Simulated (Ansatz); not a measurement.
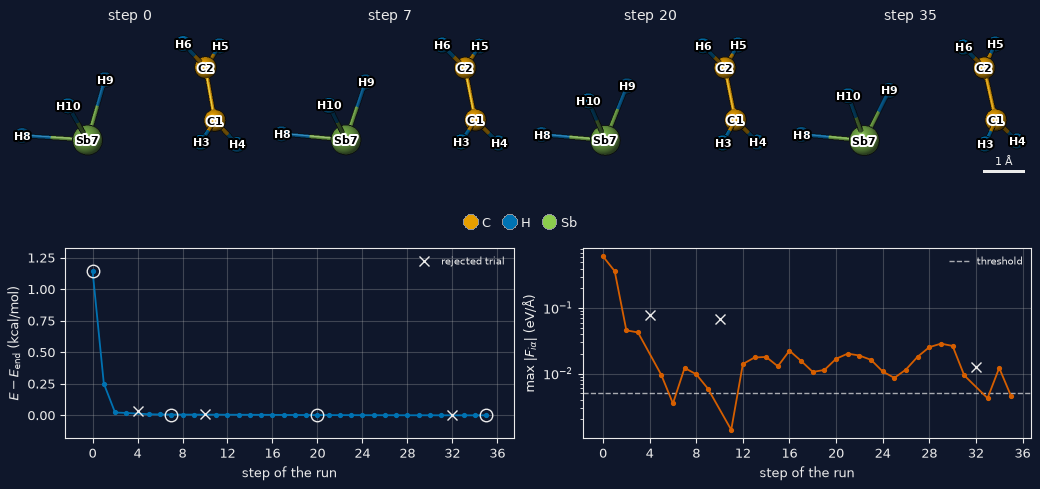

Frames of a relaxation of C₂H₇Sb, marked on the history of the run. Style: ball-and-stick. Shown at a tilt.

Computed with RKS PBE0-D4/def2-TZVP in Ansatz.

The input:
```yaml
crystal:
  periodic: [false, false, false]
  atoms:
    - {symbol: C, position_ang: [-0.514742, 0.177772, -1.627563]}
    - {symbol: C, position_ang: [0.682497, -0.394463, -1.421928]}
    - {symbol: H, position_ang: [-1.448558, -0.408378, -1.616252]}
    - {symbol: H, position_ang: [-0.613823, 1.258813, -1.823203]}
    - {symbol: H, position_ang: [1.615112, 0.193313, -1.433831]}
    - {symbol: H, position_ang: [0.781832, -1.475648, -1.227558]}
    - {symbol: Sb, position_ang: [-0.602157, 0.610381, 1.938535]}
    - {symbol: H, position_ang: [-0.431339, 0.488751, 3.666992]}
    - {symbol: H, position_ang: [1.119689, 0.665034, 1.747893]}
    - {symbol: H, position_ang: [-0.588412, -1.115575, 1.796916]}
basis:
  gaussian: {orbitals: def2-TZVP}
hamiltonian: {xc: pbe0, dispersion: d4}
relax: {f_tol: 0.005, max_steps: 200}
```

Run as
```bash
ansatz run in.yaml --threads 4 --pin off --events-out ev --progress --plain --max-ram 9574MiB
```

Q: Describe the path.

A: H9 moves most after the best rigid fit: 0.31 Å. Largest moves by element: H 0.31 Å, Sb 0.13 Å, C 0.07 Å. Among the contacts that change: Sb7–H8 1.741 → 1.714 Å, Sb7–H10 1.732 → 1.706 Å, C1–C2 1.343 → 1.324 Å, C1–H3 1.103 → 1.085 Å. After 32 accepted moves (35 points after the start) the energy has fallen by 1.15 kcal/mol. The largest force component goes from 0.61 to 0.0046 eV/Å. The line search rejected the trial steps at points 4, 10, 32 of the run. The forces were under the threshold at step 6, but the run went on from there. From step 0 to 7: H9 moves most (0.06 Å), energy −1.14 kcal/mol. From step 7 to 20: H atoms move most (0.12 Å), energy 0.00 kcal/mol. From step 20 to 35: H atoms move most (0.14 Å), energy 0.00 kcal/mol.

```tsv
step	E − E(0), kcal/mol	largest force component, eV/Å	note
0	0.00	0.6134	
1	-0.89	0.3656	
2	-1.12	0.0457	
3	-1.13	0.0424	
4	-1.11	0.0780	rejected
5	-1.14	0.0095	
6	-1.14	0.0035	
7	-1.14	0.0122	
8	-1.14	0.0097	
9	-1.14	0.0059	
10	-1.14	0.0678	rejected
11	-1.14	0.0014	
13	-1.14	0.0176	
14	-1.14	0.0179	
15	-1.14	0.0129	
17	-1.14	0.0156	
18	-1.14	0.0106	
19	-1.14	0.0113	
21	-1.14	0.0202	
22	-1.14	0.0188	
23	-1.14	0.0162	
24	-1.14	0.0108	
26	-1.15	0.0115	
27	-1.15	0.0181	
28	-1.15	0.0253	
30	-1.15	0.0264	
31	-1.15	0.0094	
32	-1.15	0.0127	rejected
34	-1.15	0.0122	
35	-1.15	0.0046
```

Limits of the set-up: the start holds two separate molecules, 3.3 Å apart at their closest, whose relative position is a soft coordinate.
